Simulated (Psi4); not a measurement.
# BH3 (borane): M06-L/def2-TZVPPD

Aim: the energy change on altering one bond length of BH3 (borane) at M06-L/def2-TZVPPD, from 2 runs. 

The results are computed with Psi4 1.11.

## Step 1: Starting point

BH3: 4 atoms, total charge 0, spin state singlet. SMILES: `B`. The shape is that of a PBE0-D4/def2-TZVP optimisation.

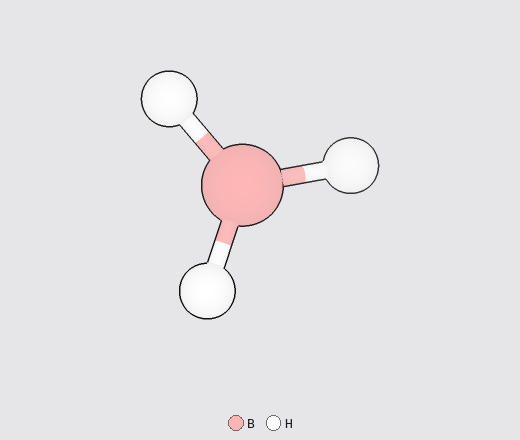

The structure, seen from a chosen angle (boron pink, hydrogen white).

## Step 2: The energy at M06-L/def2-TZVPPD

bh3.xyz

```xyz
4
BH3
B      0.013900    -0.015100    -0.005100
H      0.982200     0.381700     0.568800
H     -0.276200    -1.171800     0.043000
H     -0.664400     0.744900    -0.626900
```

run.py

```python
import numpy as np
from ase.calculators.psi4 import Psi4
from ase.io import read

a = read('bh3.xyz')
calc = Psi4(atoms=a, method='m06-l', basis='def2-TZVPPD', memory='1600MB', num_threads=1, charge=0, multiplicity=1, label='bh3')
calc.psi4.set_options({'puream': True, 'e_convergence': 1e-09, 'd_convergence': 1e-08, 'scf_type': 'pk', 'dft_radial_points': 99, 'dft_spherical_points': 590})
a.calc = calc

print(f'energy: {a.get_potential_energy():.6f} eV')
```

Launch:

```sh
python run.py
```

bh3.dat:

```text
[...]
  Running in c1 symmetry.
[...]
  Nuclear repulsion =    7.418838234776623
[...]
  Multiplicity = 1
[...]
  Nalpha       = 4
  Nbeta        = 4
[...]
    Number of basis functions: 88
[...]
   @RKS iter   1:   -26.54633968826424   -4.70219e-01   3.58495e-03 DIIS/ADIIS
[...]
   @RKS iter   9:   -26.61579419769631   -1.17950e-12   3.44432e-09 DIIS
[...]
    Orbital Energies [Eh]
    ---------------------
    Doubly Occupied:
       1A     -6.668841     2A     -0.479139     3A     -0.324071
       4A     -0.324063
[...]
  @RKS Final Energy:   -26.61579419769631
   => Energetics <=
    Nuclear Repulsion Energy =              7.4188382347766231
    One-Electron Energy =                 -49.0626492490856805
    Two-Electron Energy =                  20.1766162365596458
    DFT Exchange-Correlation Energy =      -5.1485994199468967
    Empirical Dispersion Energy =           0.0000000000000000
    VV10 Nonlocal Energy =                  0.0000000000000000
    Total Energy =                        -26.6157941976963102
[...]
 Multipole Moments:
 ------------------------------------------------------------------------------------
     Multipole            Electronic (a.u.)      Nuclear  (a.u.)        Total (a.u.)
 ------------------------------------------------------------------------------------
 L = 1.  Multiply by 2.5417464519 to convert [e a0] to [Debye]
 Dipole X            :          0.0001066           -0.0000804            0.0000262
 Dipole Y            :         -0.0000873            0.0000804           -0.0000069
 Dipole Z            :         -0.0002325            0.0001608           -0.0000717
 Magnitude           :                                                    0.0000766
[...]
```

Standard output:

```text
energy: -724.252650 eV
```

Run time: 12 s. Hardware: 1 thread of Intel Xeon 6975P-C (Granite Rapids), shared host; peak memory 0.81 GiB.

## Step 3: The distorted shape, same level

calc.dat

```
memory 1600 MB

molecule {
  0 1
  B      0.158940     0.563211    -0.029148
  H      1.127240     0.960011     0.544752
  H     -0.276200    -1.171800     0.043000
  H     -0.519360     1.323211    -0.650948
  symmetry c1
  no_reorient
  no_com
}

set {
  reference rks
  puream true
  e_convergence 1e-09
  d_convergence 1e-08
  scf_type pk
  dft_radial_points 99
  dft_spherical_points 590
}

result, w = energy("m06-l/def2-TZVPPD", return_wfn=True)
oeprop(w, "DIPOLE", "LOWDIN_CHARGES", "QUADRUPOLE")
```

Launch:

```sh
psi4 calc.dat calc.out -n 1
```

calc.out:

```text
[...]
  Running in c1 symmetry.
[...]
  Nuclear repulsion =    6.574802654376959
[...]
  Multiplicity = 1
[...]
  Nalpha       = 4
  Nbeta        = 4
[...]
    Number of basis functions: 88
[...]
   @RKS iter   1:   -26.48376754075745   -4.79027e-01   3.22543e-03 ADIIS/DIIS
[...]
   @RKS iter  11:   -26.54472850300577   -6.03961e-13   2.49468e-09 DIIS
[...]
    Orbital Energies [Eh]
    ---------------------
    Doubly Occupied:
       1A     -6.721229     2A     -0.476012     3A     -0.341217
       4A     -0.273239
[...]
  @RKS Final Energy:   -26.54472850300577
   => Energetics <=
    Nuclear Repulsion Energy =              6.5748026543769589
    One-Electron Energy =                 -47.2871597397113845
    Two-Electron Energy =                  19.1889482381134719
    DFT Exchange-Correlation Energy =      -5.0213196557848203
    Empirical Dispersion Energy =           0.0000000000000000
    VV10 Nonlocal Energy =                  0.0000000000000000
    Total Energy =                        -26.5447285030057714
[...]
 Multipole Moments:
 ------------------------------------------------------------------------------------
     Multipole            Electronic (a.u.)      Nuclear  (a.u.)        Total (a.u.)
 ------------------------------------------------------------------------------------
 L = 1.  Multiply by 2.5417464519 to convert [e a0] to [Debye]
 Dipole X            :         -2.0439100            2.1285497            0.0846397
 Dipole Y            :         -7.0844456            7.4218559            0.3374103
 Dipole Z            :          0.3807537           -0.3948318           -0.0140781
 Magnitude           :                                                    0.3481491
 L = 2.  Multiply by 1.3450342976 to convert [e a0^2] to [Debye ang]
 Quadrupole XX       :        -12.8982921            6.2243692           -6.6739230
 Quadrupole XY       :         -4.2547247            4.1644861           -0.0902386
[...]
```

Wall time 14 s (1 thread of Intel Xeon 6975P-C (Granite Rapids), shared host); peak memory 0.79 GiB.

## Step 4: Summary of results

At M06-L/def2-TZVPPD:

| quantity | value |
| --- | --- |
| first shape: total energy | -26.61579 Eh |
| first shape: dipole moment | 0.00 D |
| first shape: HOMO energy | -8.82 eV |
| first shape: LUMO energy | -2.33 eV |
| first shape: HOMO–LUMO gap | 6.49 eV |
| distorted shape: total energy | -26.54473 Eh |
| distorted shape: dipole moment | 0.88 D |
| distorted shape: HOMO energy | -7.44 eV |
| distorted shape: LUMO energy | -2.66 eV |
| distorted shape: HOMO–LUMO gap | 4.77 eV |
| energy change with the B1–H3 bond stretched from 1.193 to 1.790 Å | 1.934 eV |

**Reading.** With the B1–H3 bond stretched from 1.193 to 1.790 Å the energy rises by 1.93 eV (45 kcal/mol). The first shape isn't relaxed at this level, so the change isn't measured from a minimum.
